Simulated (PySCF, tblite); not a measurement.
# C₄H₂F₃NO: geometry, infrared bands and NMR shifts

What infrared bands and NMR shifts should C₄H₂F₃NO (`N#C[C@@]1(F)O[C@H]1C(F)F`) show?

Computed with tblite 0.8.0 and PySCF 2.14.0, with density-fitted response routines of our own, on a single molecule in the gas phase. Atoms are numbered from 0 throughout.

### 1 Starting geometry

11 atoms, charge 0, multiplicity 1; geometry from: force field or distance geometry start.

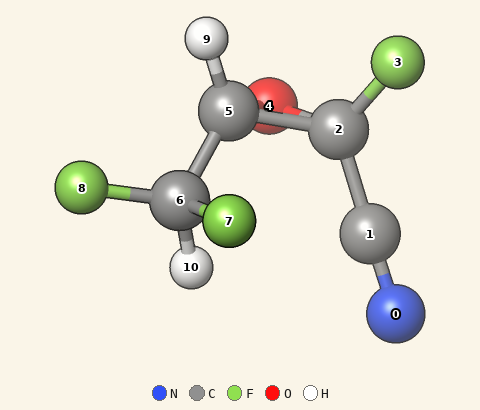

As it starts; nitrogen blue, carbon grey, fluorine green, oxygen red, hydrogen white, atoms numbered.

### 2 Geometry optimisation with GFN2-xTB

What the job is given:

```
{"job": {"kind": "relax", "xc": "GFN2-xTB", "basis": "xTB"}, "charge": 0, "multiplicity": 1}
N      1.702400     0.710200    -2.007500
C      1.387700     0.097100    -1.091800
C      1.023100    -0.691300     0.108100
F      1.197300    -2.023000     0.110000
O      1.033600     0.078500     1.266300
C     -0.239800    -0.245500     0.867700
C     -1.100200     0.639100     0.028400
F     -1.446500    -0.131400    -1.075000
F     -2.244700     1.056800     0.658400
H     -0.762400    -0.992500     1.515000
H     -0.545000     1.504800    -0.405500
```

Started as:

```sh
> OMP_NUM_THREADS=1 python probes_run.py task.json out
```

One launch serves the whole session: the jobs run in the order shown.

**Question.** This job is followed by: GFN2-xTB harmonic vibrations, gas phase; GIAO PBE0/pcSseg-1 NMR shielding, non-relativistic, gas phase. Predict these results of the whole session: strongest single infrared mode (GFN2-xTB); zero-point energy (GFN2-xTB); 13C shifts against TMS (PBE0/pcSseg-1); 1H shifts against TMS (PBE0/pcSseg-1); 15N shifts against NH3 (PBE0/pcSseg-1); 19F shifts against CFCl3 (PBE0/pcSseg-1); 17O shifts against H2O (PBE0/pcSseg-1).

The runs gave:

| quantity | value |
| --- | --- |
| strongest single infrared mode (GFN2-xTB) | 1054 cm⁻¹, 136 km/mol |
| zero-point energy (GFN2-xTB) | 36.7 kcal/mol |
| 13C shifts against TMS (PBE0/pcSseg-1) | 121.7, 115.9, 80.5, 62.3 ppm |
| 1H shifts against TMS (PBE0/pcSseg-1) | 5.84, 3.55 ppm |
| 15N shifts against NH3 (PBE0/pcSseg-1) | 323.9 ppm |
| 19F shifts against CFCl3 (PBE0/pcSseg-1) | -139.3, -141.2, -163.4 ppm |
| 17O shifts against H2O (PBE0/pcSseg-1) | 104.1 ppm |

What this shows: The optimisation took 45 steps and gained 0.485 eV; among the close pairs (by a distance rule), C2–C5 changed most, from 1.540 to 1.478 Å. No mode is imaginary among the 27: a minimum at this level. Unscaled tight-binding wavenumbers are off by several per cent, some by more. Its intensities can rank the bands wrongly. The most deshielded hydrogen is H10 (hydrogen on an sp3 CH bonded to 2 F), at 5.84 ppm: its carbon carries F, an electronegative neighbour. At PBE0/pcSseg-1: Shielding is most anisotropic at N0 (span 503 ppm, paramagnetic term -394 ppm).
